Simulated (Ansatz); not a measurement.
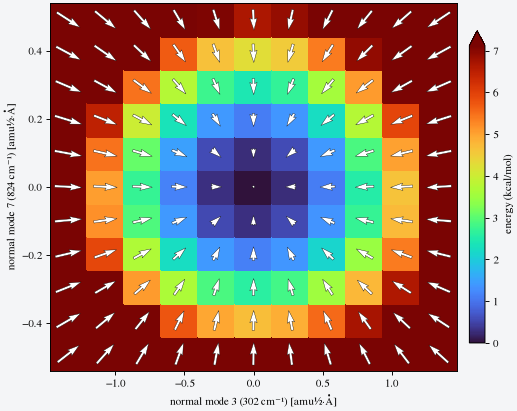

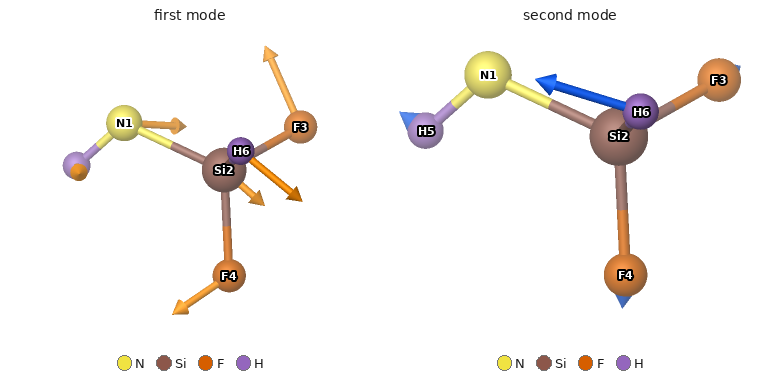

Energy landscape of F2H2NSi, SMILES [NH][SiH](F)F, spin multiplicity 2. Coordinates scanned: (1) normal mode 3 (302 cm⁻¹); (2) normal mode 7 (824 cm⁻¹). Nothing is relaxed (straight displacements along the two mass-weighted modes). The grid has 11 × 11 points. Energies: kcal/mol, counted from the lowest grid point. Method: Ansatz, UKS PBE0-D4/def2-SVP.

In the figure: one coloured cell a grid point, arrows along the force (downhill), their lengths compressed, one colour for all values above the top of the scale. The second picture is the structure at the lowest point

Summarise what can be read from the map.

The lowest grid point is at normal mode 3 (302 cm⁻¹) = 0.000 amu½·Å, normal mode 7 (824 cm⁻¹) = 0.000 amu½·Å. It is the only kind of minimum in the scanned range. The highest grid point, normal mode 3 (302 cm⁻¹) = −1.339 amu½·Å, normal mode 7 (824 cm⁻¹) = 0.490 amu½·Å, lies 16.3 kcal/mol above the lowest.

The values on the grid:

```csv
"normal mode 7 (824 cm⁻¹) ↓, normal mode 3 (302 cm⁻¹) →",−1.339,−1.072,−0.804,−0.536,−0.268,0.000,0.268,0.536,0.804,1.072,1.339
0.490,16.3,12.7,10.0,8.2,7.1,6.7,6.9,7.7,9.2,11.5,14.5
0.392,13.6,10.1,7.5,5.7,4.7,4.3,4.5,5.4,6.9,9.2,12.2
0.294,11.5,8.0,5.5,3.8,2.8,2.4,2.7,3.6,5.1,7.3,10.3
0.196,9.9,6.5,4.0,2.3,1.4,1.1,1.4,2.2,3.7,5.9,8.9
0.098,8.8,5.5,3.1,1.5,0.6,0.3,0.6,1.4,2.9,5.0,7.9
0.000,8.3,5.0,2.7,1.2,0.3,0.0,0.3,1.1,2.5,4.6,7.5
−0.098,8.4,5.2,2.9,1.4,0.6,0.3,0.5,1.3,2.7,4.7,7.5
−0.196,9.0,5.9,3.7,2.2,1.4,1.1,1.4,2.1,3.5,5.4,8.0
−0.294,10.3,7.2,5.1,3.7,2.9,2.6,2.8,3.5,4.8,6.6,9.2
−0.392,12.1,9.2,7.1,5.7,5.0,4.7,4.9,5.5,6.7,8.5,10.9
−0.490,14.7,11.8,9.8,8.5,7.8,7.5,7.6,8.2,9.3,10.9,13.3
```

The input of one point:

```yaml
crystal:
  periodic: [false, false, false]
  atoms:
    - { symbol: "N", position_ang: [-0.070228, 1.089828, -0.809153] }
    - { symbol: Si, position_ang: [0.177474, -0.217301, 0.309932] }
    - { symbol: F, position_ang: [1.570951, -0.920194, -0.078321] }
    - { symbol: F, position_ang: [-0.952101, -1.36763, 0.227096] }
    - { symbol: H, position_ang: [-0.918736, 1.05044, -1.385801] }
    - { symbol: H, position_ang: [0.234742, 0.300757, 1.690048] }
magnetization:
  spin_polarized: true
  initial_magnetization: 1
basis:
  gaussian: { orbitals: def2-SVP }
hamiltonian:
  xc: pbe0
  dispersion: d4
output:
  forces: true
```

Time for the 121 points that were run: 8.5 min on 1 thread of Intel(R) Xeon(R) 6975P-C (Granite Rapids), with other jobs on the host.
